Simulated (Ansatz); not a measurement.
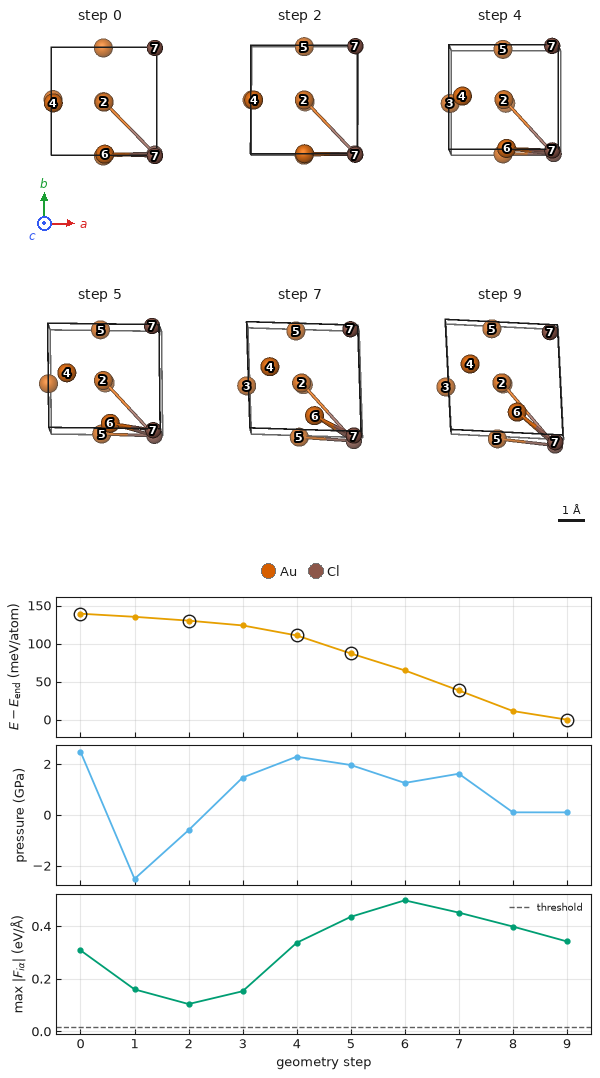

Frames of a relaxation of a crystal of Au$_{3}$Cl (built on the Cu3Au (L1_2)_221 type) (coarse preliminary run), marked on the history of the run. Style: ball-and-stick. Shown: the cell of the calculation, along the c axis.

Computed with DFT PBE, scalar-relativistic, plane waves, PAW (Ansatz).

The input:
```yaml
crystal:
  lattice:
    - [0.0395586657, 4.1757621402, -0.0070333095]
    - [-0.0868653148, -0.0070333095, 4.2899686099]
    - [8.2898878954, 0.0791173315, -0.1737306296]
  atoms:
    - { symbol: Au, position: [0.4956184233, 0.4963184673, 0.0106995919] }
    - { symbol: Au, position: [0.5018691894, 0.4914381574, 0.4965875145] }
    - { symbol: Au, position: [0.0157516402, 0.514687013, 0.2500572732] }
    - { symbol: Au, position: [0.0183864679, 0.4837881228, 0.7525823275] }
    - { symbol: Au, position: [0.49440321, -0.0067109016, 0.2475408813] }
    - { symbol: Au, position: [0.5078565155, 0.0101511053, 0.7458562715] }
    - { symbol: Cl, position: [-0.0157562515, 0.9945319065, -0.0088822887] }
    - { symbol: Cl, position: [-0.0181291948, 1.0157961293, 0.5055584289] }
basis:
  ecutwfc: 420
kpoints:
  mp_grid: { grid: [6, 6, 4] }
hamiltonian:
  xc: pbe
scf:
  occupations: { method: gaussian, width: 0.1 }
output:
  forces: true
  stress: true
  eigenvalues: true
relax:
  adjacent_minimum: "off"
  f_tol: 0.015
  max_steps: 120
  cell: { stress_tol: 0.15 }
```

Run as
```bash
ansatz run input.yaml --threads 1 --pin off --max-ram 2560MiB --backend cpu --events-out ev --progress --plain --runs-dir out
```

Describe the path.

The run was cut off at its time limit before the relaxation converged, so the last structure is only a point on the way. The atom that moves furthest relative to the cell is Au4 (0.95 Å along [3 2 0]). Largest moves by element: Au 0.95 Å, Cl 0.53 Å. Cell: a 4.176 → 4.461 Å (+6.8 %), b 4.291 → 4.375 Å (+2.0 %), c 8.292 → 8.409 Å (+1.4 %), α 92.4° → 89.8°, β 88.9° → 89.4°, γ 90.2° → 95.7°. Volume +10.0 %. Some distances before and after: Au4–Cl8 2.815 → 3.669 Å, Au6–Cl8 2.994 → 3.632 Å, Au4–Cl7 2.944 → 3.562 Å, Au6–Cl7 2.960 → 3.575 Å. Bonds break: Au4–Cl8 (2.81 → 3.67 Å). Bond angles that change, for instance: Au1–Cl7–Au4 62.3° → 96.5°, Au4–Cl7–Au6 65.4° → 94.5°, Au1–Cl7–Au6 66.0° → 95.0°. The space group stays P1 (No. 1). The energy falls by 139 meV per atom in 9 geometry steps. Largest force component: 0.31 eV/Å at the start, 0.34 eV/Å at the end. Pressure: 2.49 GPa at the start and 0.10 GPa at the end. Cost: 15 min on 1 thread of Arm Neoverse V2, with other jobs on the host, peak memory 0.8 GiB. From step 0 to 2: Au4 moves most (0.07 Å), volume +2.9 %, energy −9.1 meV per atom. From step 2 to 4: Au4 moves most (0.41 Å), volume +0.6 %, energy −19.5 meV per atom. From step 4 to 5: Au4 moves most (0.21 Å), volume +2.6 %, energy −23.7 meV per atom. From step 5 to 7: Au6 moves most (0.39 Å), volume +1.3 %, energy −48.6 meV per atom. From step 7 to 9: Au6 moves most (0.22 Å), volume +2.1 %, energy −38.4 meV per atom.
